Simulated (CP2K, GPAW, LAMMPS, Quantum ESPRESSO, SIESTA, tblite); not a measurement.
# Glassy 29TiO2-71Al2O3 (mol %) (137 atoms), the geometry as built

Geometry: the geometry as built. Computed with SIESTA 5.4.2: Kohn-Sham DFT, PBE, PseudoDojo 0.4.1 norm-conserving pseudopotentials (converted to PSML), numerical atomic orbitals (TZP), diagonalisation; shift 0.01 Ry; mesh 500 Ry; levels smeared at 580 K; Γ point; density 3.38 g/cm³.

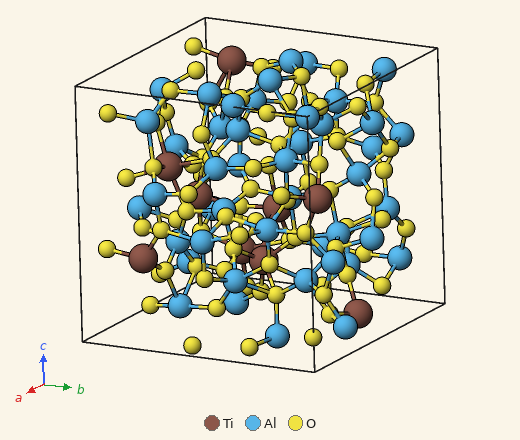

The structure (titanium brown, aluminium blue, oxygen yellow). Bonds to atoms that aren't drawn are left out. Some periodic images of atoms are drawn too.

Cell vectors (Å):

```
11.336 0.000 0.000
0.000 11.336 0.000
0.000 0.000 11.336
```

Positions in Å, forces in eV/Å, q the Hirshfeld charge in e:

```tsv
atom	x	y	z	q	fx	fy	fz
Ti1	5.131	9.996	0.775	0.54	-0.831	-0.949	0.065
Ti2	2.705	4.808	4.213	0.53	0.308	-1.230	-0.620
Ti3	9.477	10.666	7.116	0.64	0.801	0.245	0.159
Ti4	10.387	2.559	3.754	0.57	1.789	0.444	1.489
Ti5	7.960	2.528	7.174	0.57	0.487	-0.564	-0.277
Ti6	3.167	1.215	4.438	0.51	-1.442	-0.436	0.387
Ti7	1.127	1.878	9.956	0.53	1.793	-0.582	-1.165
Ti8	2.149	2.684	1.955	0.55	-0.878	-0.443	-0.451
Ti9	5.827	5.850	2.837	0.57	-0.095	-0.085	1.238
Al10	0.326	5.033	9.981	0.42	-0.144	1.053	0.183
Al11	4.773	10.757	9.240	0.38	-0.703	0.880	1.404
Al12	8.066	2.978	1.081	0.41	0.245	2.437	0.927
Al13	9.579	2.502	9.601	0.38	1.413	-0.028	-2.233
Al14	7.675	8.138	8.044	0.35	-1.748	0.262	0.124
Al15	8.078	11.047	1.105	0.39	-0.456	-0.985	1.436
Al16	1.702	5.470	6.913	0.37	-0.097	-1.851	-0.673
Al17	2.163	1.846	7.285	0.32	1.270	0.548	1.143
Al18	8.905	11.008	4.195	0.42	-0.330	2.299	-1.285
Al19	3.337	4.189	9.066	0.39	1.388	-0.323	0.436
Al20	7.413	8.805	2.727	0.39	0.272	0.003	0.884
Al21	0.585	0.425	3.081	0.31	0.842	-0.154	-0.360
Al22	10.790	11.027	11.128	0.37	0.330	0.347	-0.859
Al23	9.475	5.717	7.868	0.35	-0.491	-0.106	-2.056
Al24	5.126	7.837	9.263	0.37	1.864	1.693	1.783
Al25	1.939	7.384	9.049	0.38	1.938	1.313	-0.194
Al26	0.376	5.709	2.026	0.40	0.197	1.197	-0.968
Al27	6.562	1.536	10.094	0.40	-1.242	-2.452	0.389
Al28	10.913	7.471	11.263	0.38	0.827	0.914	1.435
Al29	1.597	10.375	7.809	0.36	0.785	0.792	0.037
Al30	3.907	6.371	11.210	0.38	1.621	3.501	1.291
Al31	2.097	9.856	4.617	0.34	-1.520	0.074	-3.867
Al32	4.814	3.880	0.459	0.40	0.155	0.072	-1.941
Al33	9.091	7.928	5.313	0.37	-0.906	-0.287	1.301
Al34	5.078	1.287	7.153	0.35	-2.251	0.352	-3.748
Al35	6.612	5.219	8.755	0.42	-0.758	1.826	0.717
Al36	7.441	2.600	3.728	0.40	0.649	-0.135	1.905
Al37	4.545	9.895	6.805	0.39	0.612	1.702	-0.184
Al38	4.578	8.828	4.025	0.32	-0.532	1.295	-0.052
Al39	7.891	10.063	9.946	0.40	-2.233	-0.750	-0.343
Al40	2.108	9.899	10.786	0.40	-0.441	1.000	0.241
Al41	2.734	8.211	2.101	0.35	0.972	1.441	-1.070
Al42	6.093	11.331	4.538	0.37	-3.020	-0.870	0.161
Al43	11.051	3.603	6.890	0.33	0.249	-2.346	-0.839
Al44	8.969	5.218	10.970	0.31	0.205	0.011	0.705
Al45	0.491	8.345	6.684	0.44	-0.469	0.608	-0.690
Al46	7.273	7.237	0.039	0.37	-0.535	0.727	-2.059
Al47	5.136	1.788	2.109	0.39	1.150	-1.356	1.959
Al48	0.289	9.352	1.877	0.39	-0.230	0.492	-3.451
Al49	8.692	6.067	2.721	0.40	-0.427	0.353	-1.589
Al50	7.677	5.019	5.461	0.35	-1.368	-0.834	0.137
Al51	10.776	5.692	4.966	0.37	0.455	-0.273	1.222
Al52	4.958	4.308	6.640	0.45	-0.555	-2.004	0.251
Al53	5.858	7.248	5.795	0.43	0.709	0.050	0.694
O54	7.400	5.284	3.707	-0.24	-0.248	-0.488	-0.051
O55	2.347	0.837	2.593	-0.25	0.519	1.834	-1.385
O56	5.890	2.838	10.916	-0.30	-0.437	1.388	1.113
O57	5.255	5.339	1.246	-0.25	-0.551	0.756	-1.430
O58	10.579	3.589	5.187	-0.25	-0.108	1.415	-0.213
O59	2.913	2.531	8.877	-0.28	-0.922	-1.448	0.093
O60	3.913	9.987	10.637	-0.24	0.084	0.910	-0.659
O61	8.638	0.843	6.651	-0.27	-0.005	0.795	-0.515
O62	10.558	1.130	10.062	-0.27	-0.114	-0.734	0.016
O63	0.741	6.899	10.091	-0.25	-1.351	-1.318	0.474
O64	3.341	4.819	6.264	-0.28	-0.321	0.584	0.209
O65	8.641	7.738	3.639	-0.27	0.155	0.132	-1.033
O66	8.957	2.801	2.855	-0.23	-2.096	0.730	-3.034
O67	5.611	7.325	3.972	-0.25	0.100	0.415	0.252
O68	7.454	8.380	9.865	-0.25	0.249	0.090	0.674
O69	7.714	1.316	0.819	-0.29	-0.470	0.464	-0.835
O70	1.818	4.868	2.546	-0.27	0.300	-0.933	-0.364
O71	7.440	8.000	6.187	-0.27	0.094	0.313	-0.075
O72	3.635	7.095	9.441	-0.25	-2.260	-1.131	0.414
O73	0.172	3.341	9.541	-0.25	-2.005	0.351	-0.627
O74	4.401	9.113	2.195	-0.24	0.511	-0.471	-0.214
O75	11.070	9.801	7.575	-0.26	0.145	-0.661	0.112
O76	9.070	5.902	5.655	-0.23	1.895	1.476	0.387
O77	7.128	7.153	1.811	-0.24	0.408	0.355	0.996
O78	1.742	9.529	6.170	-0.25	-1.224	-1.378	3.983
O79	8.221	10.073	8.230	-0.22	-0.191	-0.682	-0.724
O80	5.048	4.447	8.406	-0.25	-0.749	-0.099	0.345
O81	4.624	8.494	5.947	-0.26	0.076	-2.836	-1.415
O82	3.676	10.477	4.632	-0.25	2.715	0.022	0.139
O83	7.129	5.714	10.361	-0.26	1.134	-1.106	0.002
O84	1.982	9.414	1.097	-0.26	-0.345	0.772	0.799
O85	1.888	5.024	8.697	-0.24	-0.912	1.938	0.183
O86	1.251	5.535	5.032	-0.26	-1.244	1.168	1.679
O87	1.434	0.206	10.465	-0.26	-0.018	-3.185	1.671
O88	3.665	4.779	10.697	-0.24	0.327	-2.581	0.359
O89	5.389	7.705	11.102	-0.26	-0.304	-0.960	-0.442
O90	11.135	11.196	1.485	-0.28	0.055	0.251	1.141
O91	4.903	1.129	3.834	-0.26	2.082	1.309	-1.515
O92	1.871	9.249	9.172	-0.25	-0.336	-1.795	-0.681
O93	1.160	0.691	7.940	-0.30	-1.851	0.016	0.726
O94	6.386	10.981	10.430	-0.23	0.129	0.552	-0.600
O95	3.532	1.712	6.283	-0.25	2.441	0.244	-0.291
O96	10.855	7.589	5.492	-0.26	-0.538	-0.310	-0.835
O97	6.053	5.442	6.022	-0.23	0.611	1.528	-0.968
O98	6.141	6.962	8.173	-0.24	0.958	-1.349	-1.209
O99	0.479	2.466	2.725	-0.24	-1.046	-0.409	-0.150
O100	9.150	7.362	7.999	-0.33	1.858	0.609	-0.622
O101	9.045	3.367	10.941	-0.26	-1.056	0.412	1.310
O102	7.892	4.610	7.730	-0.24	0.631	-0.131	-0.950
O103	11.155	5.284	0.422	-0.27	0.216	-0.474	-0.982
O104	0.196	7.555	1.815	-0.25	-0.212	-0.396	-0.328
O105	4.390	5.130	3.758	-0.29	1.448	0.219	-0.443
O106	10.303	0.751	3.931	-0.24	-0.056	-0.574	1.220
O107	9.280	7.002	0.052	-0.28	-2.908	0.418	0.443
O108	11.159	9.274	11.206	-0.26	0.158	-0.746	-0.148
O109	3.476	10.852	7.768	-0.24	-0.336	0.106	1.124
O110	6.068	2.649	6.768	-0.26	-0.648	1.935	-0.439
O111	5.012	0.281	1.359	-0.28	0.119	-0.033	-0.673
O112	8.674	10.367	2.614	-0.27	0.199	-1.582	0.150
O113	7.442	0.882	4.133	-0.24	3.041	0.200	0.026
O114	1.289	3.146	6.789	-0.30	0.291	1.997	-0.999
O115	6.422	9.731	4.002	-0.26	-0.436	-1.097	-0.689
O116	9.861	5.287	9.439	-0.26	1.633	-0.816	1.615
O117	1.612	7.201	7.377	-0.24	-0.193	-0.024	-1.022
O118	8.995	10.626	11.058	-0.25	1.715	0.155	-0.063
O119	1.680	2.599	0.175	-0.27	0.413	0.622	1.897
O120	10.399	5.538	3.206	-0.23	-0.814	-0.050	0.434
O121	5.645	11.255	6.215	-0.25	0.496	-0.928	0.792
O122	9.273	9.906	5.459	-0.22	-0.134	-1.851	0.333
O123	2.748	3.011	4.091	-0.26	0.065	-0.237	-0.631
O124	6.467	2.922	2.387	-0.25	-0.748	0.784	-1.280
O125	2.821	6.976	1.036	-0.34	0.316	-2.626	-1.484
O126	9.774	2.837	7.653	-0.25	-1.580	-0.655	2.114
O127	3.950	2.853	1.541	-0.24	-0.250	0.737	-0.021
O128	11.084	5.269	7.117	-0.21	-0.106	2.241	-0.150
O129	5.375	0.998	8.706	-0.27	0.620	-0.004	4.652
O130	8.336	4.917	1.286	-0.28	-0.210	-0.838	1.348
O131	7.833	1.931	9.017	-0.25	1.710	0.559	-0.725
O132	5.392	9.371	8.423	-0.24	0.295	-0.598	-1.635
O133	1.592	0.525	4.854	-0.26	-1.861	-0.815	0.367
O134	7.894	3.322	5.264	-0.27	0.200	-1.162	0.755
O135	6.896	9.629	1.182	-0.24	1.075	-0.184	-0.359
O136	0.753	9.973	3.381	-0.26	0.424	-0.176	2.700
O137	2.783	8.211	3.778	-0.28	-0.348	0.179	2.726
```

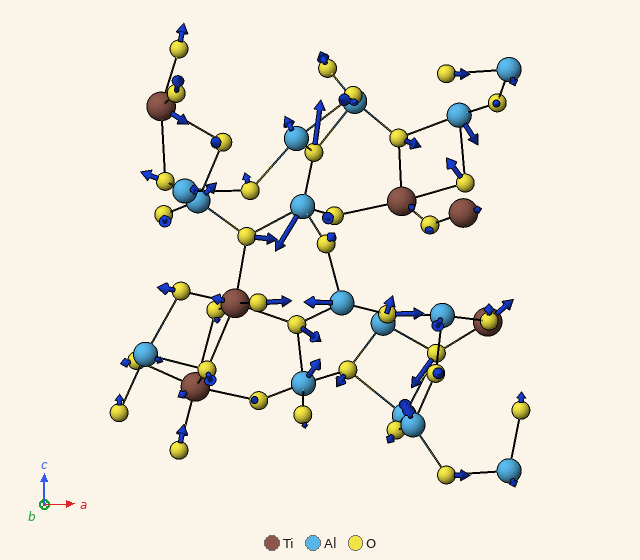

The forces as arrows, the longest 4.69 eV/Å. Drawn is a slice 4 Å thick, seen along the normal of the ac plane.

The quench rate of 300 K/ps is many orders above laboratory rates, so the cell is likely richer in defects and strain than a real sample. Only the Γ point is sampled, in a cell whose shortest periodic width is 11 Å.

The r.m.s. force component is 1.16 eV/Å; the longest force, 4.69 eV/Å, acts on O129.

[Logs are printed without paths, hosts, clocks, repeated set-up lines and the standing remarks that a program may print on its own settings, such as how far it seeks lower states.]

[Hosts, paths, dates, database ids (printed as entryN), source tags and the programs' standing remarks are cut or masked in the printed files.]
